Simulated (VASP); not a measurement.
Band structure of C (space group C2/m). All values below come from PBEsol GGA, VASP's PBE PAW potentials (set 64) (plane waves; VASP 6.6.1).

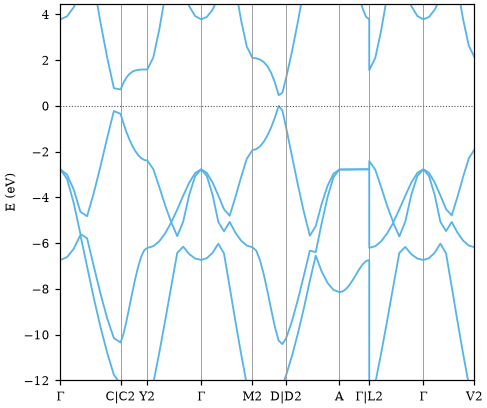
*Bands along high-symmetry lines, zero at the valence-band maximum or, without a gap, the Fermi level*

### Question
Read the plot: is there a gap, and where are the band edges?

### Answer
The gap is direct, 0.47 eV, from the valence maximum at M2-D at 0.78 to the conduction minimum at M2-D at 0.78. (Edges off the drawn lines would not show.)

The structure comes from a computed database's C entry (C2/m); how it stands against other phases isn't given here. It was relaxed first.
